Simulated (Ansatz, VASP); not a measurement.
# Ir (Ir(100)): VASP beside Ansatz

Wanted: the spread between two codes on one cell, functional and k mesh. The structure shown is the end of the VASP relaxation below.

Program: Ansatz 0.2.0. Level of theory: plane waves, with VASP 6.6.1 beside it; single point at PBEsol. Results are calculated unless marked as measured.

**1. The starting structure**

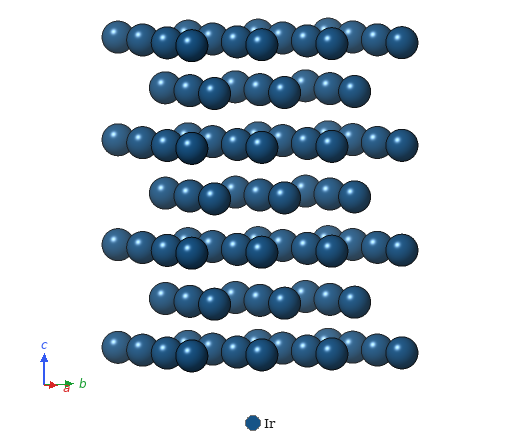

Start, viewed from the side, with the c axis up; iridium blue. 3×3×1 cells are drawn. Some periodic images of atoms are drawn too.

The cell holds 7 atoms: 7 Ir. Cell: a = 2.711 Å, b = 2.711 Å, c = 26.500 Å, α = 90.0°, β = 90.0°, γ = 90.0°. It derives from Ir. As first built, before any earlier steps moved the atoms: 7 layers of fcc Ir, cut at this functional's lattice. Vacuum lies along c.

As a file:

```
Ir
1.0
     2.71054    0.00000    0.00000
     0.00000    2.71054    0.00000
     0.00000    0.00000   26.49985
Ir
7
Direct
  0.00000 0.00000 0.28606
  0.50000 0.50000 0.35467
  0.00000 0.00000 0.42766
  0.50000 0.50000 0.50000
  0.00000 0.00000 0.57234
  0.50000 0.50000 0.64533
  0.00000 0.00000 0.71394
```

**2. VASP: relaxation, PBEsol**

This run makes the geometry at which the two programs are then compared.

Lines of VASP's logs that name or quote its potential files are left out, and so is its time.

The input, INCAR:

```
SYSTEM = Ir
PREC = Normal
ENCUT = 320
EDIFF = 1E-05
NELM = 120
ISMEAR = 1
SIGMA = 0.15
LREAL = .FALSE.
ALGO = Fast
GGA = PS
NBANDS = 39
LASPH = .TRUE.
LORBIT = 11
LWAVE = .FALSE.
LCHARG = .FALSE.
KPAR = 4
IBRION = 2
NSW = 40
ISIF = 2
EDIFFG = -0.03
POTIM = 0.4
MAXMIX = 40
```

The input, POSCAR:

```
Ir
1.0
    2.7105403918      0.0000000000      0.0000000000
    0.0000000000      2.7105403918      0.0000000000
    0.0000000000      0.0000000000     26.4998489502
Ir
7
Direct
    0.0000000000      0.0000000000      0.2830204800
    0.5000000000      0.5000000000      0.3553469900
    0.0000000000      0.0000000000      0.4276734900
    0.5000000000      0.5000000000      0.5000000000
    0.0000000000      0.0000000000      0.5723265100
    0.5000000000      0.5000000000      0.6446530100
    0.0000000000      0.0000000000      0.7169795200
```

The input, KPOINTS:

```
Automatic mesh
0
Gamma
11 11 1
0 0 0
```

Potentials, in the order of the species: Ir (PBE family, release 64).

Launch:

```bash
mpirun -np 4 vasp_std
```

Numbers of over 12 decimals in the logs are rounded to 6 here.

Output:

```text
[banner, memory and clock lines left out]
running    4 mpi-ranks, on    1 nodes
 distrk:  each k-point on    1 cores,    4 groups
 distr:  one band on    1 cores,    1 groups

 POSCAR found type information on POSCAR Ir
 POSCAR found :  1 types and       7 ions
|                                                                             |
|               ----> ADVICE to this user running VASP <----                  |
|                                                                             |
|     You enforced a specific xc type in the INCAR file but a different       |
|     [... a line on the potential file left out ...]
|     I HOPE YOU KNOW WHAT YOU ARE DOING!                                     |
|                                                                             |

 LDA part: xc-table for (Slater+PW92), standard interpolation
 POSCAR, INCAR and KPOINTS ok, starting setup
 FFT: planning ... GRIDC
 FFT: planning ... GRID_SOFT
 FFT: planning ... GRID
 WAVECAR not read
 entering main loop
       N       E                     dE             d eps       ncg     rms          rms(c)
DAV:   1     0.488970818585E+03    0.48897E+03   -0.20839E+04  1638   0.997E+02
DAV:   2    -0.273900643846E+02   -0.51636E+03   -0.48375E+03  1709   0.394E+02
DAV:   3    -0.678173065446E+02   -0.40427E+02   -0.36614E+02  2301   0.974E+01
DAV:   4    -0.699295105815E+02   -0.21122E+01   -0.20472E+01  2063   0.233E+01
DAV:   5    -0.700184836934E+02   -0.88973E-01   -0.88248E-01  2416   0.373E+00    0.381E+01
RMM:   6    -0.718605118435E+02   -0.18420E+01   -0.11460E+01  1703   0.221E+01    0.329E+01
RMM:   7    -0.975372061010E+02   -0.25677E+02   -0.58273E+01  2348   0.316E+01    0.433E+01
RMM:   8    -0.845863473511E+02    0.12951E+02   -0.18540E+01  1883   0.186E+01    0.275E+01
RMM:   9    -0.787367932790E+02    0.58496E+01   -0.31943E+01  2156   0.299E+01    0.252E+01
RMM:  10    -0.655911033436E+02    0.13146E+02   -0.75377E+00  1798   0.125E+01    0.892E+00
RMM:  11    -0.657696073060E+02   -0.17850E+00   -0.21614E+00  1858   0.642E+00    0.673E+00
RMM:  12    -0.656898482657E+02    0.79759E-01   -0.56368E-01  1927   0.327E+00    0.545E+00
RMM:  13    -0.655724519811E+02    0.11740E+00   -0.22583E-01  2016   0.151E+00    0.304E+00
RMM:  14    -0.655585308006E+02    0.13921E-01   -0.55400E-02  1953   0.976E-01    0.135E+00
RMM:  15    -0.655520512944E+02    0.64795E-02   -0.65498E-02  1971   0.817E-01    0.169E+00
RMM:  16    -0.655446647835E+02    0.73865E-02   -0.82801E-03  1765   0.532E-01    0.708E-01
RMM:  17    -0.655442278742E+02    0.43691E-03   -0.53713E-03  1776   0.301E-01    0.271E-01
RMM:  18    -0.655437894333E+02    0.43844E-03   -0.13615E-03  1890   0.198E-01    0.171E-01
RMM:  19    -0.655437534222E+02    0.36011E-04   -0.52101E-04  1910   0.108E-01    0.357E-02
RMM:  20    -0.655437615609E+02   -0.81387E-05   -0.19112E-04  1881   0.482E-02    0.399E-02
RMM:  21    -0.655437680153E+02   -0.64544E-05   -0.29638E-05  1098   0.264E-02
   1 F= -.65543768E+02 E0= -.65540162E+02  d E =-.655438E+02
[... from here on, the cycles between the ionic steps are left out ...]
   2 F= -.65642908E+02 E0= -.65639577E+02  d E =-.991400E-01
   3 F= -.65646625E+02 E0= -.65643409E+02  d E =-.102857E+00
   4 F= -.65649612E+02 E0= -.65646280E+02  d E =-.298706E-02
   5 F= -.65650153E+02 E0= -.65646760E+02  d E =-.352790E-02
   6 F= -.65651357E+02 E0= -.65647941E+02  d E =-.120430E-02
   7 F= -.65653555E+02 E0= -.65650124E+02  d E =-.340180E-02
   8 F= -.65652025E+02 E0= -.65648558E+02  d E =-.187185E-02
 curvature:   6.50 expect dE= 0.716E-02 dE for cont linesearch  0.313E-02
 ZBRENT: bracketing found
 ZBRENT: interpolating
 opt :   6.6851  next Energy=   -65.653942 (dE=-0.379E-02)
 bond charge predicted
       N       E                     dE             d eps       ncg     rms          rms(c)
DAV:   1    -0.656492549938E+02    0.27615E-02   -0.46916E+00  1638   0.874E+00    0.369E-01
RMM:   2    -0.656530088064E+02   -0.37538E-02   -0.36074E-02  1658   0.167E+00    0.207E-01
RMM:   3    -0.656537592974E+02   -0.75049E-03   -0.96811E-03  1736   0.596E-01    0.963E-02
RMM:   4    -0.656539404116E+02   -0.18111E-03   -0.31284E-03  2271   0.270E-01    0.562E-02
RMM:   5    -0.656539577781E+02   -0.17367E-04   -0.82023E-05  1472   0.432E-02    0.460E-02
RMM:   6    -0.656539536915E+02    0.40866E-05   -0.20998E-05  1016   0.220E-02
   9 F= -.65653954E+02 E0= -.65650523E+02  d E =-.380080E-02
 curvature:  -0.81 expect dE=-0.788E-04 dE for cont linesearch -0.182E-05
 trial: gam= 0.13049 g(F)=  0.976E-04 g(S)=  0.000E+00 ort = 0.552E-04 (trialstep = 0.227E+01)
 search vector abs. value=  0.135E-03
 reached required accuracy - stopping structural energy minimisation
```

From OUTCAR (step 2):

```text
ion  position               nearest neighbor table
   1  0.000  0.000  0.283-   2 2.71   2 2.71   2 2.71   2 2.71
   2  0.500  0.500  0.355-   3 2.71   3 2.71   3 2.71   3 2.71   1 2.71   1 2.71   1 2.71   1 2.71

  LATTYP: Found a simple tetragonal cell.
 ALAT       =     2.7105403918
 C/A-ratio  =     9.7765925313

 Subroutine GETGRP returns: Found 16 space group operations
 (whereof 16 operations were pure point group operations)

The static configuration has the point symmetry D_4h.

 Found     21 irreducible k-points:

   k-points           NKPTS =     21   k-points in BZ     NKDIM =     21   number of bands    NBANDS=     39

   dimension x,y,z NGX =    12 NGY =   12 NGZ =  120
   dimension x,y,z NGXF=    24 NGYF=   24 NGZF=  240

   ENCUT  =  320.0 eV  23.52 Ry    4.85 a.u.   3.95  3.95 38.65*2*pi/ulx,y,z

   NELECT =      63.0000    total number of electrons

 k-points in reciprocal lattice and weights: Automatic mesh
   0.00000000  0.00000000  0.00000000       0.008
   0.09090909  0.00000000  0.00000000       0.033
   0.18181818  0.00000000  0.00000000       0.033
   0.27272727  0.00000000  0.00000000       0.033
   0.36363636  0.00000000  0.00000000       0.033
   0.45454545  0.00000000  0.00000000       0.033
   0.09090909  0.09090909  0.00000000       0.033
   0.18181818  0.09090909  0.00000000       0.066
   0.27272727  0.09090909  0.00000000       0.066
[...]
0.45454545  0.36363636  0.00000000       0.066
   0.45454545  0.45454545  0.00000000       0.033

 average (electrostatic) potential at core
       1 -55.7712       2 -56.5929       3 -56.4236       4 -56.4755       5 -56.4236
       6 -56.5929       7 -55.7712

 E-fermi :   2.3462

 k-point     1 :       0.0000    0.0000    0.0000
  band No.  band energies     occupation
    ...
     29       1.4321      2.00000
     30       1.6213      2.00000
     31       1.8049      2.00000
     32       2.1137      2.05080
     33       2.1137      2.05080
     34       2.3966      0.46486
     35       2.9309     -0.00000
     36       3.1455     -0.00000
     37       3.1455     -0.00000
     38       3.3401     -0.00000
    ...

 k-point     2 :       0.0909    0.0000    0.0000
  band No.  band energies     occupation
    ...
     30       1.3842      2.00000
     31       1.7337      2.00000
     32       1.8719      2.00007
     33       2.1868      2.06092
     34       2.2441      1.90556
     35       2.5008     -0.05607
     36       2.7100     -0.00321
     37       3.1560     -0.00000
     38       3.1739     -0.00000
     39       3.3044     -0.00000

 k-point     3 :       0.1818    0.0000    0.0000
  band No.  band energies     occupation
    ...
     30       1.3321      2.00000
     31       1.4831      2.00000
     32       1.5186      2.00000
     33       1.6020      2.00000
     34       2.2526      1.86068
     35       2.5026     -0.05808
     36       2.7562     -0.00077
     37       2.8966     -0.00000
     38       3.3046     -0.00000
     39       3.6267     -0.00000

  Total       -3.8382182     -3.8382182     -0.4356076      0.0000000      0.0000000     -0.0000000
  in kB      -31.5853052    -31.5853052     -3.5846835      0.0000000      0.0000000     -0.0000000
  external PRESSURE =     -22.2517647 kB  Pullay stress =       0.0000000 kB

  energy-cutoff  :      320.00
  volume of cell :      194.70
      direct lattice vectors                 reciprocal lattice vectors
     2.710540392  0.000000000  0.000000000     0.368930123  0.000000000  0.000000000
     0.000000000  2.710540392  0.000000000     0.000000000  0.368930123  0.000000000
     0.000000000  0.000000000 26.499848950     0.000000000  0.000000000  0.037736064

 POSITION                                       TOTAL-FORCE (eV/Angst)
 -----------------------------------------------------------------------------------
      0.00000      0.00000      7.58046        -0.000000      0.000000      0.028991
      1.35527      1.35527      9.39878         0.000000      0.000000     -0.009048
      0.00000      0.00000     11.33297        -0.000000      0.000000     -0.018513
      1.35527      1.35527     13.24992         0.000000      0.000000     -0.000000
      0.00000      0.00000     15.16688         0.000000      0.000000      0.018513
      1.35527      1.35527     17.10107         0.000000      0.000000      0.009048
      0.00000      0.00000     18.91939         0.000000     -0.000000     -0.028991
 -----------------------------------------------------------------------------------
    total drift:                                0.000000      0.000000      0.000000

  FREE ENERGIE OF THE ION-ELECTRON SYSTEM (eV)
  ---------------------------------------------------
  free  energy   TOTEN  =       -65.6539536915 eV

  energy  without entropy=      -65.6436618424  energy(sigma->0) =      -65.65052308

 reached required accuracy - stopping structural energy minimisation

 total charge
# of ion       s       p       d       tot
------------------------------------------
    1        0.664   0.546   6.954   8.165
    2        0.683   0.771   6.967   8.422
    3        0.674   0.745   6.971   8.390
    4        0.676   0.750   6.968   8.394
    5        0.674   0.745   6.971   8.390
    6        0.683   0.771   6.967   8.422
    7        0.664   0.546   6.954   8.165
--------------------------------------------------
tot          4.719   4.876  48.752  58.347

[... 3 further parts left out ...]
```

CONTCAR:

```
Ir
   1.00000000000000
     2.7105403917999999    0.0000000000000000    0.0000000000000000
     0.0000000000000000    2.7105403917999999    0.0000000000000000
     0.0000000000000000    0.0000000000000000   26.4998489502000005
  Ir
     7
Direct
     0.0000000000000000    0.0000000000000000    0.2860566654458002
     0.5000000000000000    0.5000000000000000    0.3546730985703769
     0.0000000000000000    0.0000000000000000    0.4276615414641041
     0.5000000000000000    0.5000000000000000    0.5000000000000000
     0.0000000000000000    0.0000000000000000    0.5723384585358958
     0.5000000000000000    0.5000000000000000    0.6453269014296230
     0.0000000000000000    0.0000000000000000    0.7139433345541998
```

**3. Ansatz: single point, PBEsol**

Ansatz runs on its default PAW (the set named soft_2) files.

The same cell, functional, mesh and smearing now go to Ansatz, which takes its cutoff from its data sets.

The input, input.yaml:

```yaml
crystal:
  lattice:
    - [2.71054039, 0.0, 0.0]
    - [0.0, 2.71054039, 0.0]
    - [0.0, 0.0, 26.49984895]
  atoms:
    - { symbol: Ir, position: [0.0, 0.0, 0.28605667] }
    - { symbol: Ir, position: [0.5, 0.5, 0.3546731] }
    - { symbol: Ir, position: [0.0, 0.0, 0.42766154] }
    - { symbol: Ir, position: [0.5, 0.5, 0.5] }
    - { symbol: Ir, position: [0.0, 0.0, 0.57233846] }
    - { symbol: Ir, position: [0.5, 0.5, 0.6453269] }
    - { symbol: Ir, position: [0.0, 0.0, 0.71394333] }
hamiltonian:
  xc: pbesol
  pseudopotentials: { kind: paw }
kpoints:
  mp_grid: { grid: [11, 11, 1] }
scf:
  occupations: { method: methfessel_paxton, width: 0.15 }
  n_extra_bands: 5
output:
  forces: true
  eigenvalues: true
```

Launch:

```bash
ansatz run input.yaml --threads 4 --pin off --max-ram 9216MiB --backend cpu --events-out ev --progress --plain --runs-dir out
```

Output:

```text
scf.n_extra_bands = 5 over 60 filled bands (N_el = 119.0): the run solves 65 bands
Engine: ansatz 0.2.0, aarch64-unknown-linux-gnu
Pseudopotentials: kind: paw
Pseudopotential: Ir, paw, valence charge 17, recommended cutoff 420 eV (normal), Ir.paw.azcp
Functional definition: PBEsol
  exchange = pbesol_x
  correlation = pbesol_c
Crystal: 7 atoms, lattice volume = 194.695 Å³
Basis set: ecut = 420 eV, 3885 PW (Γ), exchange–correlation on 40×40×360 points (8 copies of the dense FFT grid, shifted against one another)
Bands: 65, of which v1, the nominal top of the filled ones, is band 60 counted from 1 (59 counted from 0)
Symmetry: 16 space group operations
Space group: P4/mmm (ITA 123), of the structure as read, at distance tolerance 5.8e-5 Å
k-points: 21 of 121
Non-local potential: Ir, projectors of the file, l = 0: 3, l = 1: 2, l = 2: 2, l = 3: 1
PAW form: soft (Blöchl's): semilocal exchange-correlation on the pseudo side does not see the compensation charge
PAW frozen core: Ir, regenerated for the run's functional, and the local potential with it (the file was generated under x = pbe(κ = 0.804, μ = 0.219515), c = pbe(β = 0.066725))
PAW one-centre angular grid: Ir, 590 points (default); XC on 64 Gauss nodes
Initial density: superposition of atomic densities (neutral atoms: chi_scale 0, normalization atom), corrected by the library's trained network
Initial wavefunctions: pseudopotential atomic-orbital guess
Functional: x = pbesol(κ = 0.804, μ = 0.123457), c = pbesol(β = 0.046)
SCF iter   1: F=—  HF=-82590.286516 eV  |F-HF|=—  |Δ(HF+E_count)|=         —  Δρ=1.55e-2  dr2=8.79e0  ethr=1.77e-3  ⟨swp⟩=7.3  Hψ=6132  notcnv=0
preconditioner: auto → LDOS  [metal: Δε(μ)=0.026 eV  Ē_g=4.773 eV  σ=0.150 eV  W_gap=0.14  n_scr=56 (ndim 8)  ℏωp=21.1 eV  f_vac=0.448  D(μ)=7.63/eV (n_scr^D=66)  β→1.0]
SCF iter   2: F=—  HF=-82590.141789 eV  |F-HF|=—  |Δ(HF+E_count)|=   1.45e-1  S|Δr|=    0.00e0  Δρ=4.19e-3  dr2=4.47e-2  ethr=1.77e-3  ⟨swp⟩=2.0  Hψ=1727  notcnv=0  defer=1
SCF iter   3: F=—  HF=-82590.140769 eV  |F-HF|=—  |Δ(HF+E_count)|=   1.02e-3  S|Δr|=    0.00e0  Δρ=2.08e-3  dr2=1.91e-2  ethr=3.76e-5  ⟨swp⟩=3.2  Hψ=2779  notcnv=0  defer=1
SCF iter   4: F=—  HF=-82590.137365 eV  |F-HF|=—  |Δ(HF+E_count)|=   3.40e-3  S|Δr|=    0.00e0  Δρ=5.08e-4  dr2=7.38e-4  ethr=1.60e-5  ⟨swp⟩=2.2  Hψ=2081  notcnv=0  defer=1
SCF iter   5: F=—  HF=-82590.137262 eV  |F-HF|=—  |Δ(HF+E_count)|=   1.03e-4  S|Δr|=    0.00e0  Δρ=1.84e-4  dr2=3.04e-4  ethr=6.20e-7  ⟨swp⟩=3.0  Hψ=2753  notcnv=0  defer=1
SCF iter   6: F=—  HF=-82590.137239 eV  |F-HF|=—  |Δ(HF+E_count)|=   2.34e-5  S|Δr|=    0.00e0  Δρ=1.23e-4  dr2=6.49e-5  ethr=2.55e-7  ⟨swp⟩=2.0  Hψ=1998  notcnv=0  defer=1
SCF iter   7: F=—  HF=-82590.137190 eV  |F-HF|=—  |Δ(HF+E_count)|=   4.89e-5  S|Δr|=    0.00e0  Δρ=3.02e-5  dr2=3.59e-6  ethr=5.46e-8  ⟨swp⟩=2.5  Hψ=1902  notcnv=0
SCF iter   8: F=—  HF=-82590.137190 eV  |F-HF|=—  |Δ(HF+E_count)|=   2.10e-7  S|Δr|=    0.00e0  Δρ=6.25e-6  dr2=1.86e-7  ethr=3.02e-9  ⟨swp⟩=3.1  Hψ=2492  notcnv=0
SCF iter   9: F=-82590.137190 eV  HF=-82590.137190 eV  |F-HF|=1.92e-9  |Δ(HF+E_count)|=   9.08e-8  S|Δr|=    0.00e0  Δρ=3.28e-6  dr2=2.87e-8  ethr=8.40e-11  ⟨swp⟩=8.0  Hψ=5978  notcnv=0
SCF 1 converged in 9 iterations: F = -82590.137190 eV  dr2 = 2.87e-8
  greatest PAW one-centre occupation: 1.000 electrons in one spin orbital (limit 2), on the Ir atom at site 5 (counted from 0), in its partial waves of l = 0
SCF converged after 9 iterations
Stability not checked: this state was not tested for a lower state beside it, because cold or Methfessel-Paxton smearing, or corrected tetrahedra, fill the levels in a way that the test cannot read (fill_not_monotonic; see scf.lower_state_search)
Free energy (F): -82590.137190 eV
Harris-Foulkes:  -82590.137190 eV  (|F-HF|=1.92e-9)
Internal energy: -82590.126949 eV  (E = F + TS)
E sigma→0 (E₀):  -82590.134630 eV
Entropy (-TS):   -0.010241 eV (-1.463 meV/atom)
Fermi energy:    10.189265 eV
--- Per-component energies (eV) ---
  E_band       = -2407.741125
  E_kinetic    = 4357.938575
  E_local      = -200248.664175  (includes V_loc(G=0)·N_el)
  E_nonlocal   = 532.782279
  E_hartree    = 98342.459745
  E_xc         = -1861.621419
  E_vxc        = -2092.678298  (∫ρ·V_xc dr)
  E_paw        = -63621.352028  (= ΣΔE_a)
  E_vpaw       = -1642.035037  (= ΣTr[D̂ρ^β])
  E_aug_tail   = 0.000381  (compensation charges beyond the density's cutoff)
  E_ewald      = 79906.472699
  E_core_change = 1.856994  (= ΣΔE_core)
  E_smearing   = -0.010241  (= −TS)
  E_closure    = 0.000000  (closes the sum)
  Σ components = -82590.137190   (vs F -82590.137190, Δ=0.00e0)
--- Forces (eV/Å), atoms counted from 1 ---
  atom   1  Ir     0.00000000     0.00000000     0.09318651
  atom   2  Ir     0.00000000     0.00000000    -0.03200156
  atom   3  Ir     0.00000000     0.00000000    -0.02573488
  atom   4  Ir     0.00000000     0.00000000     0.00000000
  atom   5  Ir     0.00000000     0.00000000     0.02573488
  atom   6  Ir     0.00000000     0.00000000     0.03200156
  atom   7  Ir     0.00000000     0.00000000    -0.09318651
  max |Σ_I F_I| component: 2.78e-17 eV/Å
--- Band table (eV; the first three rows and the last of 21) ---
  k-point 0: bands = [... 56 lower, 9.2798, 9.4546, 9.6522, 9.9547, 9.9547, 10.2430, 10.7812, 10.9943, ... 1 higher]
  k-point 1: bands = [... 56 lower, 9.0706, 9.2241, 9.5742, 9.7178, 10.0225, 10.0860, 10.3453, 10.5583, ... 1 higher]
  k-point 2: bands = [... 56 lower, 8.9867, 9.1714, 9.3226, 9.3598, 9.4372, 10.0973, 10.3496, 10.5944, ... 1 higher]
  k-point 20: bands = [... 56 lower, 11.0457, 11.4270, 11.4625, 11.5467, 11.5840, 12.0679, 12.1708, 12.4477, ... 1 higher]
```

Elapsed: 3.4 s, on 4 threads of Arm Neoverse V2, shared host; peak memory 0.68 GiB; 13 s of CPU time.

The column dr2 measures how far the density is from self-consistency, as an energy; F and HF (Harris–Foulkes) agree once it is small.

**4. Differences**

Known differences besides the PAW data sets themselves: the data sets hold 119 valence electrons in Ansatz (default PAW (the set named soft_2) files) and 63 in VASP; the cutoff is 420 eV in Ansatz and 320 eV in VASP (PREC = Normal); Ansatz makes its cores anew for this functional, VASP keeps those of its PBE data sets. Total energies have different zeros and are not compared.

At this near-relaxed geometry the largest component of a force difference is 64 meV/Å.

**5. What moves the difference**

The difference is large enough to ask for its cause, so further runs change the set-up of one program at a time, as the table lists.

| run | r.m.s. force difference (meV/Å) |
| --- | --- |
| as above | 21 |
| cores kept as stored, as VASP does, whose cores stay as stored | 21 |
| Ansatz's larger PAW set (cutoff 740 eV) | 18 |
| norm-conserving potentials (cutoff 925 eV) | 30 |

**6. Outcome**

- r.m.s. force difference (single point, PBEsol): 21 meV/Å

What this shows: The r.m.s. force difference is 21 meV/Å (single point, PBEsol), beyond the 12 meV/Å picked in this series as the mark of a large difference. For single point, PBEsol: no further run halves the r.m.s. force difference; only Ansatz's side was varied. Differences of this kind measure data sets and numerical settings, not the functional's error against experiment.

[Lines on the potential files, build, host, timing and source positions are cut from VASP's logs without a mark.]

[Logs are printed without paths, hosts, clocks, repeated set-up lines and the standing remarks that a program may print on its own settings, such as how far it seeks lower states.]

[Hosts, paths, dates, database ids (printed as entryN), source tags and the programs' standing remarks are cut or masked in the printed files.]
